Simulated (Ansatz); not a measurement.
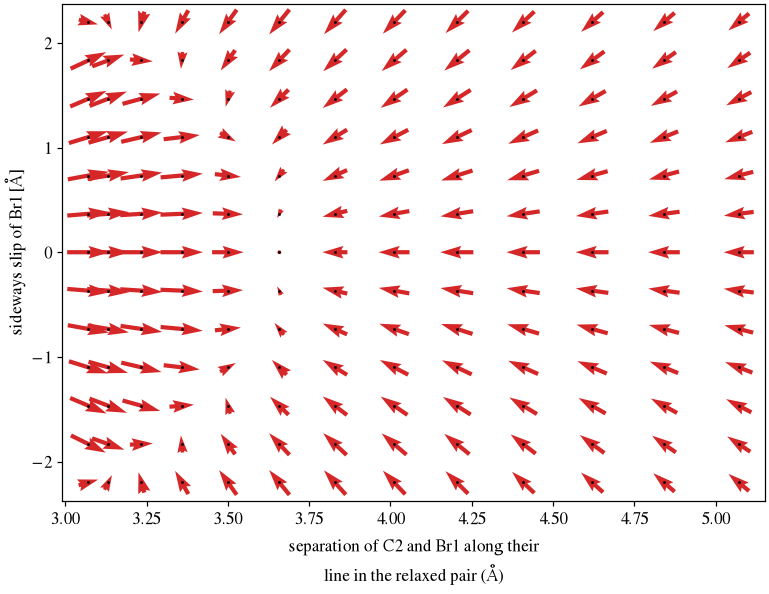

The pair Br···CH₂O, charge −1. First axis: separation of C2 and Br1 along their line in the relaxed pair. Second axis: sideways slip of Br1. Nothing is relaxed (both partners rigid). The grid has 13 × 13 points; 91 points were computed and 78 follow by symmetry. Points are written as (first, second). Theory: RHF/def2-SVPD (Ansatz 0.2.0).

In the figure: dots at the grid points, arrows along the force (downhill), their lengths compressed.

Question: The arrows alone are given. Where is the energy lowest?

Answer: The arrows converge at (3.658 Å, 0.00 Å) (read from the interpolated surface).

The energy map of the same scan:

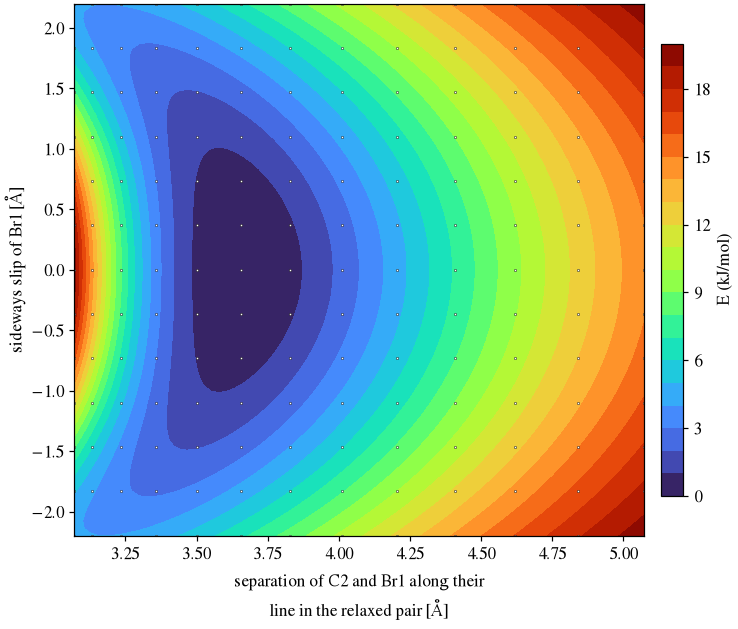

Energies are in kJ/mol, from the lowest grid point; between grid points the surface is interpolated.
